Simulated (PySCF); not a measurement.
**C4H10O2Si, SMILES `C[SiH2]OCCC=O`: what the electrons do**

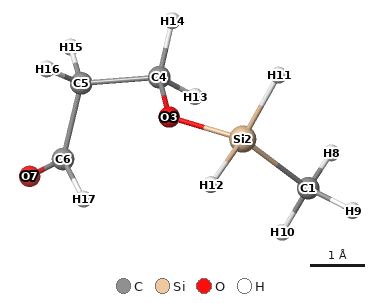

The molecule, with its atoms numbered as below. No frequency check shows the geometry to be a minimum.

Cartesian coordinates (Å):

```
C1      -2.4734   -1.3150    0.5242
Si2     -2.0446    0.2830   -0.4111
O3      -0.4537    0.6255   -0.3524
C4       0.3913    0.7837    0.7451
C5       1.8457    0.8410    0.2693
C6       2.2644   -0.4596   -0.3549
O7       3.3048   -1.0198   -0.1572
H8      -2.3695   -1.1965    1.6008
H9      -3.4968   -1.6214    0.3325
H10     -1.8258   -2.1349    0.2220
H11     -2.8326    1.3807    0.1650
H12     -2.1726    0.1629   -1.8561
H13      0.2640   -0.0481    1.4489
H14      0.1429    1.7144    1.2708
H15      2.5114    1.0966    1.0944
H16      1.9222    1.6102   -0.5041
H17      1.5042   -0.8723   -1.0433
```

## 1. Bonding charge

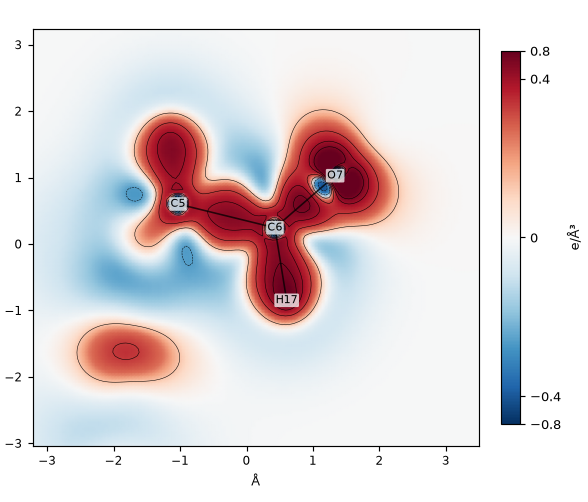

Deformation density (molecule less spherical, spin-averaged free atoms) in the plane of C5, C6, O7 and H17; colour scale in e/Å³, logarithmic beyond ±0.1; red: gain, blue: loss.

Computed with PySCF, BLYP/6-31+G*, geometry: GFN2-xTB.

Q: Describe the bonding that the map shows.

A: C6–H17: +0.68 e/Å³ at the bond critical point (bond length 1.11 Å). C6–O7: +0.59 e/Å³ at the bond critical point (bond length 1.20 Å). C5–C6: +0.53 e/Å³ at the bond critical point (bond length 1.50 Å). In all, 3.6 electrons gather in the regions of gain relative to the promolecule.

Q: Where do the Hirshfeld charges lie?

A: The highest Hirshfeld charge is on Si2 (+0.39 e), the lowest on O7 (−0.24 e).

| atom | charge (e) |
| --- | --- |
| C1 | −0.18 |
| Si2 | +0.39 |
| O3 | −0.24 |
| C4 | +0.04 |
| C5 | −0.06 |
| C6 | +0.13 |
| O7 | −0.24 |
| H8 | +0.04 |
| H9 | +0.04 |
| H10 | +0.04 |
| H11 | −0.09 |
| H12 | −0.08 |
| H13 | +0.04 |
| H14 | +0.04 |
| H15 | +0.05 |
| H16 | +0.06 |
| H17 | +0.04 |

## 2. Local ionisation energy

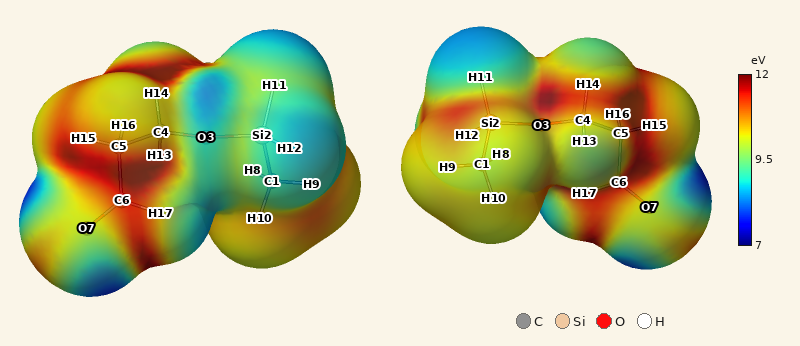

Average local ionisation energy on the surface of electron density 0.001 a.u. (back view left, front view right).

Q: Where are the most loosely bound electrons on this surface?

A: The lowest value is 7.7 eV, 1.9 Å from O7. Further minima include 7.8 eV, 1.9 Å from O7; 8.4 eV, 1.9 Å from O3; 8.4 eV, 1.5 Å from H11. For comparison, the highest occupied orbital lies at −5.6 eV.

## 3. In an electric field

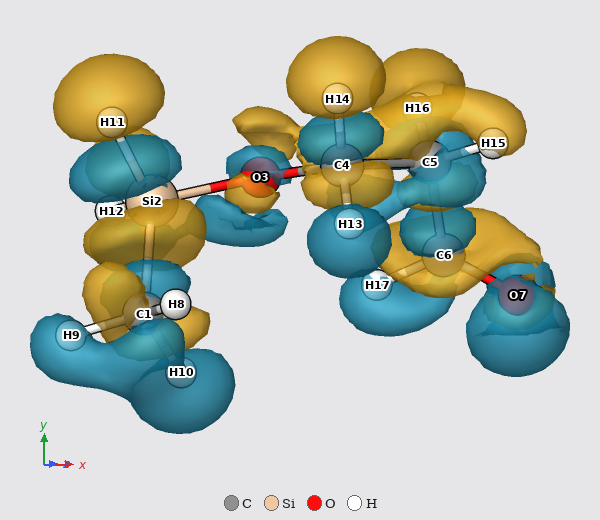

Change of the electron density in a uniform field of 0.51 V/Å, surfaces at ±0.004 e/Å³ (yellow: gain, teal: loss).

PySCF calculation, HF/6-31+G*, gas phase; geometry: GFN2-xTB. The basis has diffuse s and p functions alone, which still leaves polarisabilities too small, most of all across bonds.

The field was applied in both directions; the picture shows the one opposite to the script's first.

Q: Along which Cartesian direction does the field point?

A: Along −y: electrons gather on the +y side, against the field.

Q: What dipole is induced, and what polarisability does it imply?

A: The induced dipole is 1.71 D (along the field); α along this axis, from the fields in both directions, is 67 bohr³ (9.9 Å³).

## 4. Localised orbitals

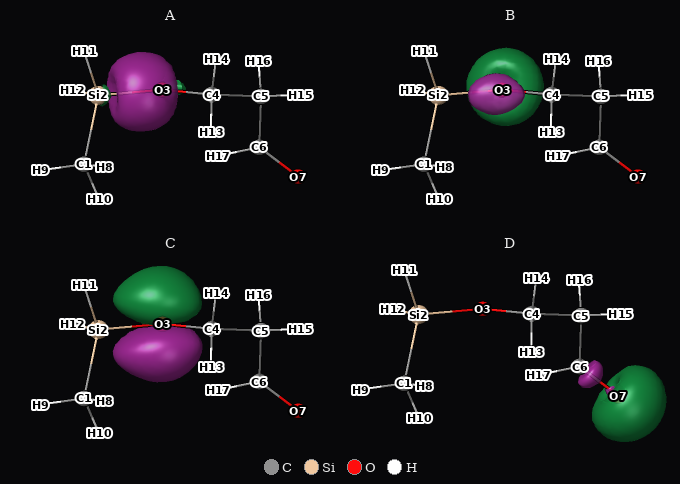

Pipek–Mezey orbitals, occupied; each surface holds about 85 % of the orbital's density. Energies are diagonal elements of the Fock matrix.

Level of theory: PBE0/6-31+G* (PySCF), at a geometry from GFN2-xTB.

Q: What does each orbital represent in a Lewis picture?

A: By panel:
- A: σ bond O3–Si2 (O3 77 %, Si2 22 %; −20.7 eV)
- B: lone pair on O3 (sp2.4-type) (O3 96 %; −13.0 eV)
- C: lone pair on O3 (p-type) (O3 94 %, Si2 3 %; −9.9 eV)
- D: lone pair on O7 (sp0.6-type) (O7 100 %; −16.4 eV)

Q: Which has the smallest and which the largest spatial spread?

A: Smallest: D (0.67 Å); largest: C (0.91 Å).

Q: How do all the valence pairs divide up?

A: 21 pairs: 16 σ bonds, 4 lone pairs and 1 two-centre π bond.
